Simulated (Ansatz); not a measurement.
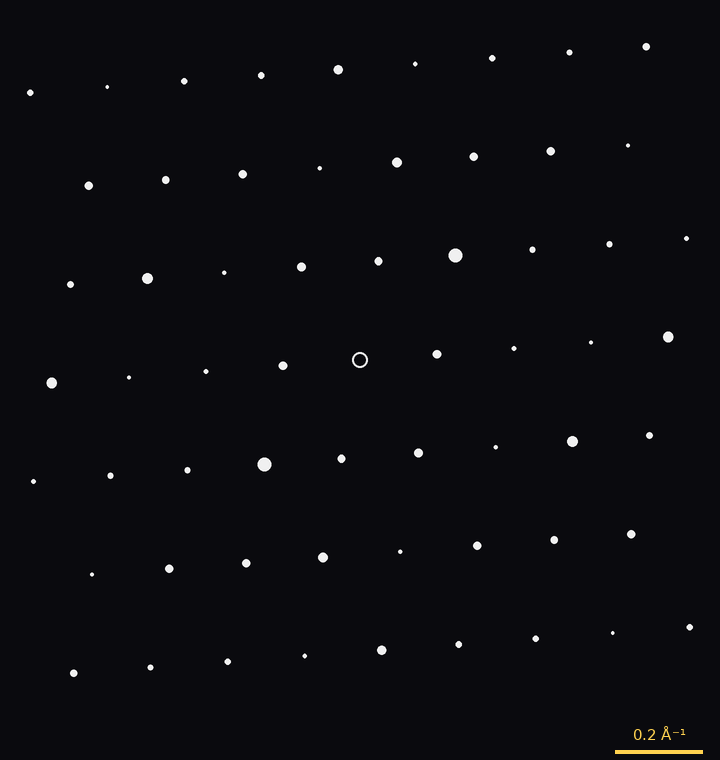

Kinematic zone-axis pattern, calculated for 120 keV electrons with B = 0.8 Å².

It belongs to KLuB₂O₆, space group R-3 (No. 148), a = 5.148 Å, c = 16.799 Å (hexagonal axes). Structure: coordinates from a relaxation (final pressure about 5.5 GPa) with Ansatz 0.2.0, DFT, PAW plane waves, r2scan; the starting structure was generated, so it need not be a known form of this composition.

```
K Lu B O
1.0
     5.14753    0.00000    0.00000
    -2.57377    4.45789    0.00000
     0.00000    0.00000   16.79898
K Lu B O
3 3 6 18
Cartesian
  0.0000 0.0000 0.0000
  2.5738 1.4860 5.5997
  0.0000 2.9719 11.1993
  0.0000 2.9719 2.7998
  0.0000 0.0000 8.3995
  2.5738 1.4860 13.9992
  2.5738 1.4860 1.5126
  0.0000 0.0000 4.0870
  0.0000 2.9719 7.1123
  2.5738 1.4860 9.6867
  0.0000 0.0000 12.7119
  0.0000 2.9719 15.2864
  3.8857 1.7984 1.5153
  1.6473 2.4659 1.5153
  2.1884 0.1936 1.5153
  1.2619 4.1455 4.0843
  -1.6473 3.4780 4.0843
  0.3854 1.2923 4.0843
  1.3119 3.2844 7.1150
  -0.9265 3.9518 7.1150
  -0.3854 1.6796 7.1150
  1.2619 1.1735 9.6840
  3.5003 0.5060 9.6840
  2.9591 2.7783 9.6840
  1.3119 0.3124 12.7146
  4.2210 0.9799 12.7146
  2.1884 3.1655 12.7146
  -1.3119 2.6595 15.2837
  0.9265 1.9920 15.2837
  0.3854 4.2643 15.2837
```

### Determine the zone axis from the geometry of the pattern.

The spots form an oblique net whose two shortest vectors correspond to d = 5.60 Å and 4.31 Å, 75.1° apart. They index as 0 0 3 and 0 -1 1, so the zone axis is [100] (or an equivalent direction of <100>).
